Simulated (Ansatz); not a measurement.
# C2H6Cl2Si (SMILES C[Si](C)(Cl)Cl): HF/STO-3G

Aim: the vertical ionisation energy of C2H6Cl2Si at HF/STO-3G, from 2 runs. 

The results are computed with Ansatz 0.2.0.

81 further runs of the same task are left out: 81 set aside as unsound or not needed.

### Step 1. Starting point

C2H6Cl2Si has 11 atoms, charge 0, and is taken as a singlet. SMILES: `C[Si](C)(Cl)Cl`. The coordinates come from a PBE0-D4/def2-TZVP relaxation.

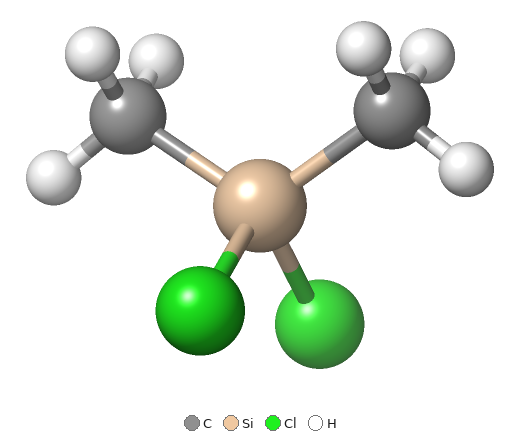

The structure, seen from a chosen angle (carbon grey, silicon light orange, chlorine green, hydrogen white).

### Step 2. A single-point energy at HF/STO-3G

Input file job.yaml:

```yaml
crystal:
  periodic: [false, false, false]
  atoms:
    - symbol: C
      position_ang: [-1.474780, 0.260330, 0.569630]
    - symbol: Si
      position_ang: [0.049440, 0.400780, -0.470390]
    - symbol: C
      position_ang: [1.413930, -0.753620, 0.009340]
    - symbol: Cl
      position_ang: [-0.457830, 0.039560, -2.432040]
    - symbol: Cl
      position_ang: [0.750400, 2.332220, -0.351670]
    - symbol: H
      position_ang: [-1.240880, 0.476080, 1.614990]
    - symbol: H
      position_ang: [-2.234960, 0.966850, 0.231850]
    - symbol: H
      position_ang: [-1.886320, -0.749770, 0.503510]
    - symbol: H
      position_ang: [1.724400, -0.565080, 1.039920]
    - symbol: H
      position_ang: [2.278000, -0.616910, -0.643230]
    - symbol: H
      position_ang: [1.078600, -1.790430, -0.071900]
basis:
  gaussian: {orbitals: STO-3G}
hamiltonian: {xc: hf}
accuracy: high
output: {orbitals: {seedname: orbitals}}
```

The run is started by

```
$ ansatz run job.yaml --threads 1 --pin off --max-ram 3480MiB --events-out events.jsonl --progress --plain --runs-dir runs
```

Standard output:

```text
Warning: RAYON_NUM_THREADS=1 ignored (pool sized by the plan → 1); use --threads N
Functional definition: HF
  name "HF"
  exchange = exact_x
  correlation = 0
925 factors; integrals over basis functions are off by at most 4.2e-9 eV
mean field evaluation 1: about -34644.1485 eV, gradient 2.1e1 eV
mean field evaluation 2: about -34644.2759 eV, gradient 2.1e1 eV
mean field evaluation 4: about -34646.3769 eV, gradient 9.6e-1 eV
mean field evaluation 8: about -34646.3812 eV, gradient 3.0e-6 eV
mean field -34646.38117702 eV, -1273.2310240947 hartree, gradient 9.8e-8 eV, S^2 0.000000; 0 other end points of the search recorded, 0 dependent functions left out
reference -34646.38117702 eV, -1273.2310240947 hartree; 33, 33 occupied and 10, 10 virtual orbitals, 925 factors
Total energy: -34646.38117702 eV, -1273.2310240947 hartree
```

Wall time 0.71 s (1 thread of Arm Neoverse V1, shared host); peak memory 0.1 GiB.

### Step 3. The doublet cation at the same level

Input file run.yaml:

```yaml
crystal:
  periodic: [false, false, false]
  atoms:
    - {symbol: C, position_ang: [-1.474780, 0.260330, 0.569630]}
    - {symbol: Si, position_ang: [0.049440, 0.400780, -0.470390]}
    - {symbol: C, position_ang: [1.413930, -0.753620, 0.009340]}
    - {symbol: Cl, position_ang: [-0.457830, 0.039560, -2.432040]}
    - {symbol: Cl, position_ang: [0.750400, 2.332220, -0.351670]}
    - {symbol: H, position_ang: [-1.240880, 0.476080, 1.614990]}
    - {symbol: H, position_ang: [-2.234960, 0.966850, 0.231850]}
    - {symbol: H, position_ang: [-1.886320, -0.749770, 0.503510]}
    - {symbol: H, position_ang: [1.724400, -0.565080, 1.039920]}
    - {symbol: H, position_ang: [2.278000, -0.616910, -0.643230]}
    - {symbol: H, position_ang: [1.078600, -1.790430, -0.071900]}
basis:
  gaussian:
    orbitals: STO-3G
total_charge: 1
magnetization:
  spin_polarized: true
  initial_magnetization: 1
hamiltonian:
  xc: hf
accuracy: high
output: {orbitals: {seedname: orbitals}}
```

The run is started by

```
$ ansatz run run.yaml --threads 1 --pin off --max-ram 3480MiB --events-out events.jsonl --progress --plain --runs-dir runs
```

Standard output, cut to the lines that bear on the results:

```text
Warning: RAYON_NUM_THREADS=1 ignored (pool sized by the plan → 1); use --threads N
Functional definition: HF
  name "HF"
[...]
921 factors; integrals over basis functions are off by at most 4.2e-9 eV
[...]
mean field -34636.85331559 eV, -1272.8808816456 hartree, gradient 2.2e-8 eV, S^2 0.753011; 6 other end points of the search recorded, 0 dependent functions left out
reference -34636.85331559 eV, -1272.8808816456 hartree; 33, 32 occupied and 10, 11 virtual orbitals, 921 factors
Total energy: -34636.85331559 eV, -1272.8808816456 hartree
```

Run time: 5.1 s. Hardware: 1 thread of Arm Neoverse V1, shared host; peak memory 0.15 GiB.

### Step 4. Summary of results

Level: HF/STO-3G.

| quantity | value |
| --- | --- |
| singlet C2H6Cl2Si: total energy | -1273.23102 Eh |
| singlet C2H6Cl2Si: HOMO energy | -10.25 eV |
| singlet C2H6Cl2Si: LUMO energy | 8.34 eV |
| singlet C2H6Cl2Si: HOMO–LUMO gap | 18.58 eV |
| doublet cation: total energy | -1272.88088 Eh |
| doublet cation: HOMO energy (highest over α and β) | -15.49 eV |
| doublet cation: LUMO energy (lowest over α and β) | -8.52 eV |
| doublet cation: ⟨S²⟩ | 0.753 |
| vertical ionisation energy (to the doublet cation) | 9.528 eV |

Removing an electron at fixed nuclei costs 9.53 eV (220 kcal/mol). The negative HOMO energy of the first species, 10.25 eV, lies 0.72 eV above that difference. In a minimal basis such a difference can be off by several eV, whatever the method.
